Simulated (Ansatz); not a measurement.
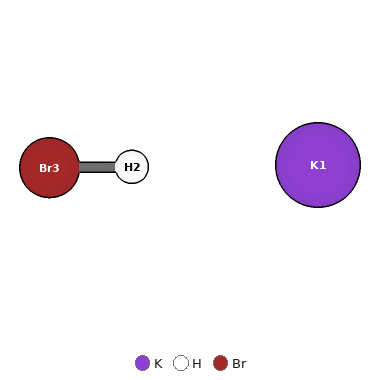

The system is K + HBr, spin multiplicity 2; the picture shows the reference structure. 
- First axis: distance K1–H2. Second axis: distance H2–Br3.
- Nothing is relaxed (the angle K1–H2–Br3 is fixed at 180 degrees).
- The grid has 17 × 17 points.
- Energies are in eV, from the lowest grid point.
- Computed with UKS PBE0-D4/def2-SVPD (Ansatz 0.2.0).

Its coordinates:

```
atom    x (Å)   y (Å)   z (Å)
   K  -3.2480  0.0000  0.0000
   H   0.0000  0.0000  0.0000
  Br   1.4350  0.0000  0.0000
```

Range: distance K1–H2 from 1.872 to 3.872 Å; distance H2–Br3 from 1.208 to 3.208 Å.

What will the energy surface look like?

The lowest grid point is at distance K1–H2 = 3.248 Å, distance H2–Br3 = 1.435 Å. The highest grid point, distance K1–H2 = 3.872 Å, distance H2–Br3 = 3.208 Å, lies 2.39 eV above the lowest.

| distance H2–Br3 ↓, distance K1–H2 → | 1.872 | 2.006 | 2.202 | 2.431 | 2.684 | 2.958 | 3.248 | 3.553 | 3.872 |
| --- | --- | --- | --- | --- | --- | --- | --- | --- | --- |
| 3.047 | 1.83 | 1.59 | 1.43 | 1.44 | 1.54 | 1.70 | 1.90 | 2.11 | 2.30 |
| 2.735 | 1.58 | 1.34 | 1.19 | 1.20 | 1.31 | 1.46 | 1.67 | 1.88 | 2.09 |
| 2.437 | 1.32 | 1.08 | 0.92 | 0.93 | 1.03 | 1.18 | 1.39 | 1.60 | 1.80 |
| 2.155 | 1.09 | 0.84 | 0.67 | 0.66 | 0.74 | 0.87 | 1.06 | 1.25 | 1.43 |
| 1.891 | 0.94 | 0.67 | 0.47 | 0.41 | 0.45 | 0.53 | 0.66 | 0.80 | 0.93 |
| 1.649 | 0.86 | 0.58 | 0.34 | 0.21 | 0.17 | 0.16 | 0.22 | 0.28 | 0.35 |
| 1.435 | 0.88 | 0.61 | 0.36 | 0.19 | 0.09 | 0.01 | 0.00 | 0.01 | 0.03 |
| 1.262 | 1.46 | 1.20 | 0.95 | 0.79 | 0.68 | 0.57 | 0.54 | 0.52 | 0.52 |

The table holds every second grid line.

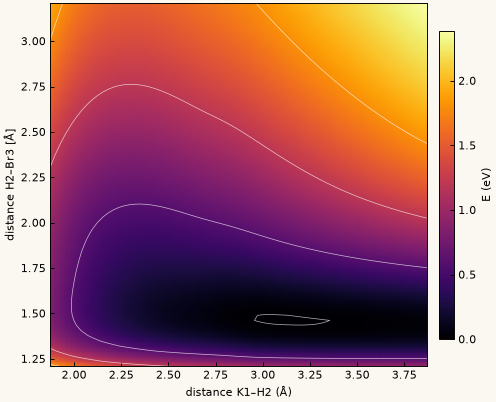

The picture shows a smooth colour map with a few white contour lines. Between grid points the surface is interpolated.

Each point was launched as `ansatz run input.yaml --threads 1 --pin off --max-ram 2560MiB --backend cpu --events-out ev --progress --plain --runs-dir out`. Time for the 289 points that were run: 36 min on 1 thread of Arm Neoverse V1, with other jobs on the host.
